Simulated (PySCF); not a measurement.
Br$_{2}$H$_{2}$Zn$_{2}$

Input

```
{"job": {"kind": "uv", "xc": "B3LYP", "basis": "def2-SVPD", "ip": true, "nstates": 15}, "charge": 0, "multiplicity": 1}
Zn     1.360152    -0.266173     0.988598
H      2.586325    -0.505605     1.899304
Br     0.987256     1.056566    -1.050552
Zn    -1.338957     0.235723    -1.012082
H     -2.564838     0.468611    -1.923489
Br    -0.966828    -1.085133     1.028952
```

Run with:

```sh
OMP_NUM_THREADS=1 python probes_run.py task.json out
```

Geometry: PBE0-D3(BJ)/def2-SVP.

The calculation used B3LYP/def2-SVPD, SCF density, gas phase in PySCF 2.14.0.

Predict the electron density and electron localisation function between the atoms.

Zn–Br (2.46 Å): the density is about 0.43 e/Å³ at the midpoint, with its minimum of 0.36 e/Å³ about 1.1 Å from Zn; the ELF peaks at about 0.80 in the valence shell of Br, 1.0 Å from its nucleus, and is about 0.50 at the midpoint.
Zn–H (1.55 Å): ρ is about 1.1 e/Å³ halfway; the ELF climbs to about 1 towards the hydrogen.

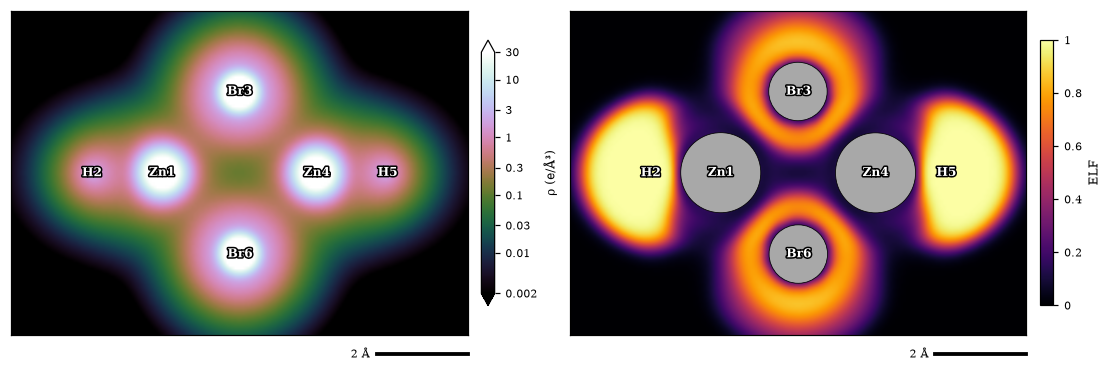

Computed electron density and electron localisation function on the molecular plane, in this order. Grey discs cover the atomic cores in the ELF map. 
